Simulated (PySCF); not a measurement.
# One shape, several levels: C2H2F4 (norflurane)

Wanted: a comparison of 5 runs (HF/3-21G, HF/def2-SVP, B3LYP/6-31G*, B3LYP/pcseg-1) of C2H2F4 (norflurane). Input form: a Python script.

The calculation is run with PySCF 2.14.0.

### Step 1. The molecule

The species is C2H2F4 (8 atoms), meant as a singlet with charge 0. SMILES: `FCC(F)(F)F`. The shape is that of a PBE0-D4/def2-TZVP optimisation.

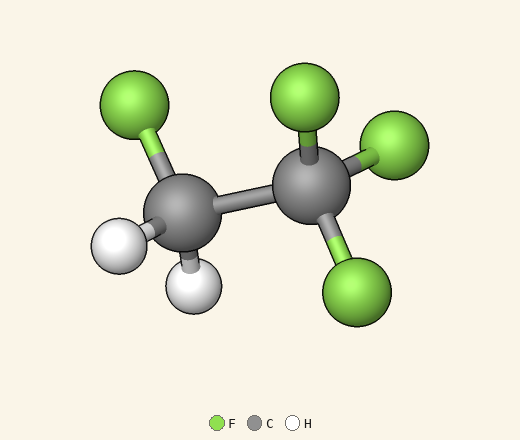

The structure, seen from a chosen angle (fluorine green, carbon grey, hydrogen white).

### Step 2. Energy and forces at HF/3-21G (run 1)

start.xyz

```xyz
8

F     -0.224600    -1.506500     0.915200
C     -0.211200    -0.737800    -0.211700
C      0.211200     0.674300     0.135500
F      1.434400     0.711300     0.662400
F      0.217100     1.411800    -0.982100
F     -0.624600     1.243600     1.002900
H      0.502000    -1.148600    -0.930100
H     -1.212300    -0.705100    -0.647900
```

calc.py

```python
import pyscf.grad
from pyscf import gto

system = gto.M(
    atom='start.xyz',
    verbose=4,
    max_memory=1860,
    charge=0,
    basis='3-21g',
    spin=0,
)

calc0 = system.RHF()
calc0.conv_tol = 1e-10
calc0.kernel()
if not calc0.converged:
    calc0 = calc0.newton().run(calc0.mo_coeff, calc0.mo_occ)

e_final = calc0.e_tot
print(f'total energy: {e_final:.8f} hartree')
grad = calc0.Gradients().kernel()
calc0.analyze()
```

Started as:

```bash
$ OMP_NUM_THREADS=1 python calc.py
```

What it wrote:

```text
PySCF version 2.14.0

[... 63 lines left out ...]
total energy: -472.08809128 hartree
[... 21 lines left out ...]
MO #2   energy= -26.2222791970586  occ= 2
[... 7 lines left out ...]
MO #10  energy= -1.61913369733507  occ= 2
[... 7 lines left out ...]
MO #18  energy= -0.69213568577829  occ= 2
[... 7 lines left out ...]
MO #26  energy= 0.248552599308219  occ= 0
[... 7 lines left out ...]
MO #34  energy= 0.903123524062606  occ= 0
[... 7 lines left out ...]
MO #42  energy= 2.05905067761025   occ= 0
[... 7 lines left out ...]
MO #50  energy= 2.40580267683471   occ= 0
[... 7 lines left out ...]
MO #58  energy= 4.67916299210145   occ= 0
[... 69 lines left out ...]
Dipole moment(X, Y, Z, Debye): -0.62301, -1.04537, -2.14048
```

It took 3.9 s on 1 thread of Intel Xeon at 2.50GHz (Skylake/Cascade Lake), shared host; peak memory 0.13 GiB.

### Step 3. Energy and gradient at HF/def2-SVP (run 2)

input.py

```python
# FCC(F)(F)F
import pyscf.grad
from pyscf import gto, scf

system = gto.Mole()
system.atom = '''
F   -0.224600  -1.506500   0.915200
C   -0.211200  -0.737800  -0.211700
C    0.211200   0.674300   0.135500
F    1.434400   0.711300   0.662400
F    0.217100   1.411800  -0.982100
F   -0.624600   1.243600   1.002900
H    0.502000  -1.148600  -0.930100
H   -1.212300  -0.705100  -0.647900
'''
system.charge = 0
system.verbose = 3
system.basis = 'def2-svp'
system.max_memory = 1860
system.build()

calc0 = scf.RHF(system)
calc0.conv_tol = 1e-10
calc0.kernel()
if not calc0.converged:
    calc0 = calc0.newton().run(calc0.mo_coeff, calc0.mo_occ)

e_final = calc0.e_tot
print('E(%s) = %.9f' % ('HF', e_final))
grad = calc0.Gradients().kernel()
dip = calc0.dip_moment()
pop, q = calc0.mulliken_pop()
```

Started as:

```bash
$ OMP_NUM_THREADS=1 python input.py
```

What it wrote:

```text
converged SCF energy = -474.281330768307
[... 9 lines left out ...]
Dipole moment(X, Y, Z, Debye): -0.59271, -0.99552, -2.03456
[... 103 lines left out ...]
charge of    7H =      0.06156
```

Wall time 16 s (1 thread of Intel Xeon at 2.50GHz (Skylake/Cascade Lake), shared host); peak memory 0.19 GiB.

Run 3 isn't shown in full; the table further down has it.

### Step 4. Energy and gradient at B3LYP/6-31G(d) (Cartesian functions) (run 4)

input.py

```python
import pyscf.grad
from pyscf import gto, dft

mol = gto.Mole()
mol.atom = '''
F       -0.224600      -1.506500       0.915200
C       -0.211200      -0.737800      -0.211700
C        0.211200       0.674300       0.135500
F        1.434400       0.711300       0.662400
F        0.217100       1.411800      -0.982100
F       -0.624600       1.243600       1.002900
H        0.502000      -1.148600      -0.930100
H       -1.212300      -0.705100      -0.647900
'''
mol.max_memory = 1860
mol.basis = '6-31g*'
mol.cart = True
mol.verbose = 3
mol.spin = 0
mol.build()

ks = dft.RKS(mol)
ks.xc = 'b3lyp'
ks.conv_tol = 1e-10
ks.grids.level = 5
ks.kernel()
if not ks.converged:
    ks = ks.newton().run(ks.mo_coeff, ks.mo_occ)

e_final = ks.e_tot
print('E(%s) = %.9f' % ('B3LYP', e_final))
grad = ks.Gradients().kernel()
ks.analyze()
```

Started as:

```bash
$ OMP_NUM_THREADS=1 python input.py
```

What it wrote:

```text
converged SCF energy = -476.770324909903
[... 15 lines left out ...]
MO #6   energy= -10.2907564437165  occ= 2
[... 10 lines left out ...]
MO #17  energy= -0.512654583168731 occ= 2
[... 10 lines left out ...]
MO #28  energy= 0.119291538944389  occ= 0
[... 10 lines left out ...]
MO #39  energy= 0.702611185992608  occ= 0
[... 10 lines left out ...]
MO #50  energy= 1.31641155976464   occ= 0
[... 10 lines left out ...]
MO #61  energy= 1.69550184000863   occ= 0
[... 10 lines left out ...]
MO #72  energy= 2.06001825721808   occ= 0
[... 10 lines left out ...]
MO #83  energy= 2.77577291423597   occ= 0
[... 10 lines left out ...]
MO #94  energy= 5.23109009523813   occ= 0
[... 9 lines left out ...]
Dipole moment(X, Y, Z, Debye): -0.43858, -0.72011, -1.53123
```

Run time: 63 s. Hardware: 1 thread of Intel Xeon at 2.50GHz (Skylake/Cascade Lake), shared host; peak memory 0.93 GiB.

### Step 5. Energy and forces at B3LYP/pcseg-1 (run 5)

run.py

```python
import pyscf.grad
from pyscf import gto, dft

mol = gto.Mole()
mol.atom = '''
F     -0.424432    -2.846872     1.729477
C     -0.399110    -1.394240    -0.400055
C      0.399110     1.274242     0.256058
F      2.710623     1.344162     1.251755
F      0.410260     2.667915    -1.855900
F     -1.180323     2.350063     1.895206
H      0.948643    -2.170539    -1.757634
H     -2.290915    -1.332446    -1.224354
'''
mol.unit = 'bohr'
mol.max_memory = 1860
mol.basis = 'pcseg-1'
mol.verbose = 3
mol.charge = 0
mol.build()

mf = dft.RKS(mol, xc='b3lyp')
mf.conv_tol = 1e-10
mf.grids.level = 5
mf.kernel()
if not mf.converged:
    mf = mf.newton().run(mf.mo_coeff, mf.mo_occ)

energy = mf.e_tot
print('E(%s) = %.9f' % ('B3LYP', energy))
grad = mf.Gradients().kernel()
dip = mf.dip_moment()
pop, q = mf.mulliken_pop()
```

Started as:

```bash
$ OMP_NUM_THREADS=1 python run.py
```

What it wrote:

```text
converged SCF energy = -476.694473292232
[... 9 lines left out ...]
Dipole moment(X, Y, Z, Debye): -0.50742, -0.83179, -1.77376
[... 103 lines left out ...]
charge of    7H =      0.10341
```

Wall time 74 s (1 thread of Intel Xeon at 2.50GHz (Skylake/Cascade Lake), shared host); peak memory 0.93 GiB.

### Step 6. Overview of the runs

| run | level | integration grid | Cartesian functions | energy (Eh) | dipole moment (D) | HOMO energy (eV) | LUMO energy (eV) | wall time |
| --- | --- | --- | --- | --- | --- | --- | --- | --- |
| 1 | HF/3-21G | – | no | -472.088091 | 2.46 | -14.76 | 6.76 | 3.9 s |
| 2 | HF/def2-SVP | – | no | -474.281331 | 2.34 | -15.23 | 4.91 | 16 s |
| 3 | B3LYP/6-31G* (spherical functions) | 5 | no | -476.765136 | 1.75 | -9.66 | 2.11 | 63 s |
| 4 | B3LYP/6-31G* (Cartesian functions) | 5 | yes | -476.770325 | 1.75 | -9.67 | 2.09 | 63 s |
| 5 | B3LYP/pcseg-1 | 5 | no | -476.694473 | 2.02 | -10.23 | 1.10 | 74 s |

### Step 7. What came out

| quantity | value |
| --- | --- |
| run 5: total energy | -476.69447 Eh |
| run 5: dipole moment | 2.02 D |
| run 5: HOMO energy | -10.23 eV |
| run 5: LUMO energy | 1.10 eV |
| run 5: HOMO–LUMO gap | 11.34 eV |
| run 5: largest force on an atom | 0.676 eV/Å |

**Reading.** The dipole moment (its size) runs from 1.75 D (B3LYP/6-31G*) to 2.46 D (HF/3-21G). The two ends differ in method and basis. The HOMO–LUMO gap runs from 11.34 eV (B3LYP/pcseg-1) to 21.52 eV (HF/3-21G). All runs together took 3.7 min, the longest 74 s.
